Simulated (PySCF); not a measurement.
C₄H₉PSi (SMILES [SiH3]C1=CCPC1)

The calculation's input:

```
{"job": {"kind": "nmr", "xc": "PBE0", "basis": "pcSseg-1", "pop": false}, "charge": 0, "multiplicity": 1}
Si     2.060500    -0.494600    -0.107100
C      0.214100    -0.091500    -0.214700
C     -0.758300    -0.869600    -0.646200
C     -2.193000    -0.444500    -0.360700
P     -2.073100     1.334100     0.119100
C     -0.260800     1.088600     0.568100
H      2.493400    -1.617900    -0.964100
H      2.706500     0.687800    -0.663700
H      2.533000    -0.921700     1.297800
H     -0.592000    -1.790700    -1.180500
H     -2.626700    -1.055500     0.458200
H     -2.829500    -0.687400    -1.202300
H     -1.825500     1.678800    -1.188500
H      0.213400     2.007600     0.292300
H     -0.189300     0.915500     1.636300
```

Run with:

```sh
OMP_NUM_THREADS=1 python probes_run.py task.json out
```

Geometry: GFN2-xTB, MD frame at 250 fs, 200 K.

The calculation used PBE0/pcSseg-1, SCF density, gas phase, non-relativistic in PySCF 2.14.0.

Predict the electron density and electron localisation function between the atoms.

Answer. C–C (1.32 Å): ρ at the midpoint is about 2.4 e/Å³; the ELF peaks at about 0.90 between the atoms; a short, multiple covalent bond.
C–H (1.08 Å): ρ at the midpoint is about 2 e/Å³; the ELF climbs to about 1 towards the hydrogen, as it does in any bond to H; a covalent bond by its length.
C–C (1.49 Å): ρ is about 1.7 e/Å³ halfway; the ELF peaks at about 0.95 between the atoms: localised, covalent bonding.

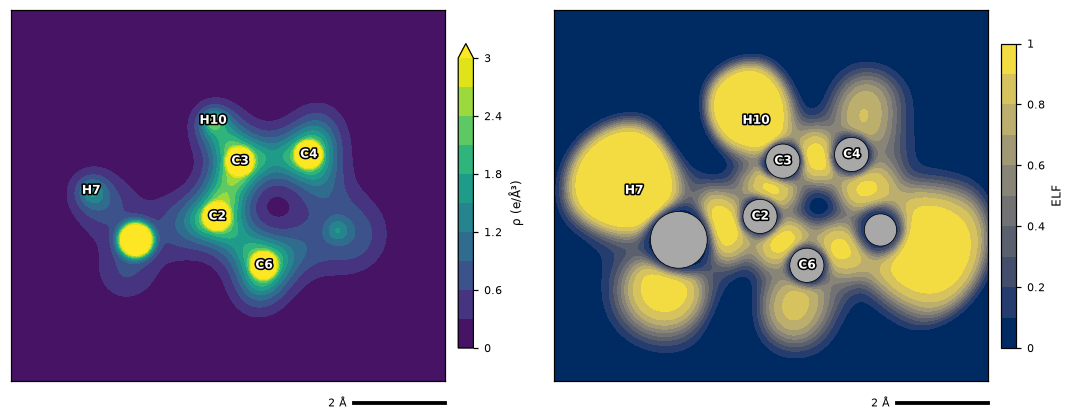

Computed electron density and electron localisation function on the plane of atoms C2, C3 and C4, in this order. Grey discs cover the atomic cores in the ELF map. 
